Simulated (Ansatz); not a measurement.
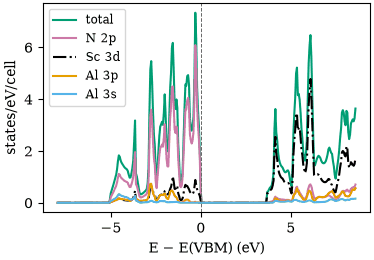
Fig. 1. Total and projected density of states of ScAlN2 in space group P3m1 (No. 156; Sc on 1b, N on 1b, Al on 1c, N on 1c), r²SCAN (plane waves, PAW; program Ansatz)

Q: Which orbitals carry the states next to the gap?

A: Top 1 eV of the valence band: N 2p 82 %, Sc 3d 13 %. Bottom 1 eV of the conduction band: Sc 3d 72 %, N 2p 8 %, outside the projected shells 7 %. Projections are on Löwdin-orthogonalised atomic valence shells; empty p or d shells of many metals are not among them.

Q: Where is the tallest occupied peak in this window, and what makes it?

A: Near -0.3 eV, about 7.3 states/eV per cell; the largest projected share is N 2p.

The start of the workflow was typed in or built on a structure type; neither database checked (COD, Materials Project) lists it. Its standing as an ambient phase is unchecked. The cell was relaxed with r²SCAN under the symmetry of its start; its stability against distortions is not shown here. The run is not spin-polarised.

Potentials: the earlier of the program's two PAW sets.
